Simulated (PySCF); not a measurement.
## Electronic structure of C2H8N2Si2 (SMILES N#C[SiH2]C[SiH2]N) in real space

Input

```
{"job": {"kind": "nmr", "xc": "PBE0", "basis": "pcSseg-1"}, "charge": 0, "multiplicity": 1}
N     -1.402983     2.656510     0.584187
C     -1.497070     1.514279     0.594044
Si    -1.602834    -0.353786     0.636854
C     -0.410552    -1.039771    -0.662719
Si     1.240023    -0.109683    -0.902138
N      1.798730     0.327217     0.668248
H     -3.008640    -0.675271     0.362829
H     -1.227751    -0.716294     2.007341
H     -0.914335    -1.073025    -1.629379
H     -0.195660    -2.076483    -0.403750
H      1.008100     0.998952    -1.840589
H      2.267640    -1.006537    -1.435807
H      1.198399     0.893970     1.247663
H      2.746256     0.659448     0.751048
```

Run with:

```sh
OMP_NUM_THREADS=1 python probes_run.py task.json out
```

Geometry: GFN2-xTB.

The calculation used PySCF 2.14.0, PBE0/pcSseg-1, SCF density, gas phase, non-relativistic.

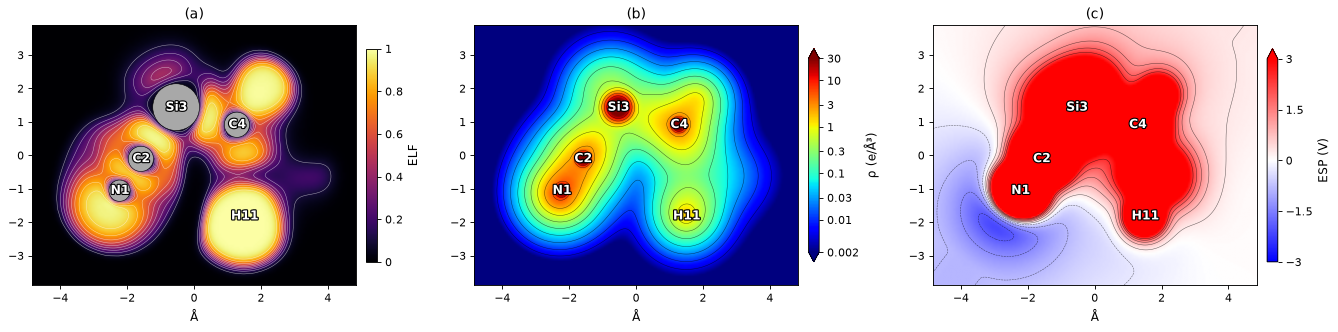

Figure 1. (a) ELF; (b) electron density; (c) electrostatic potential on the plane of atoms C2, Si3 and C4. Grey discs cover the atomic cores in the ELF map.

Question: What do the fields say about this system?

Answer: The section cuts through N, C, Si and H sites.
C–N (1.15 Å): ρ is about 3.6 e/Å³ halfway; the ELF peaks at about 0.90 between the atoms: a multiple bond.
C–Si (1.87 Å): ρ is about 0.88 e/Å³ halfway; the ELF peaks at about 1 between the atoms: localised, covalent bonding.
The ELF also peaks beside N1, away from the bonds: lone-pair regions.
Outside the dense part of the molecule the potential is most negative (−2.1 V) near N1.

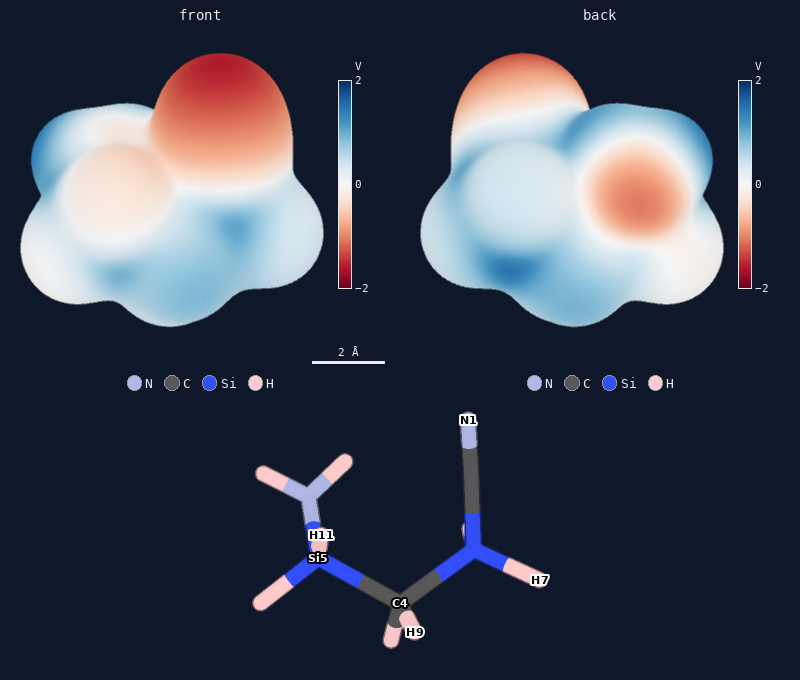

Figure 2. The molecular electrostatic potential painted on the density surface at 0.001 e/bohr³, seen from the front and from behind; red is negative and blue positive. The bare structure is drawn below in the same view.

Question: Where is the surface potential most negative and most positive?

Answer: The most negative region (about −1.5 V) lies over N1, the most positive (about +1.4 V) over Si3 and H14. N1 is the likeliest acceptor of a hydrogen bond.
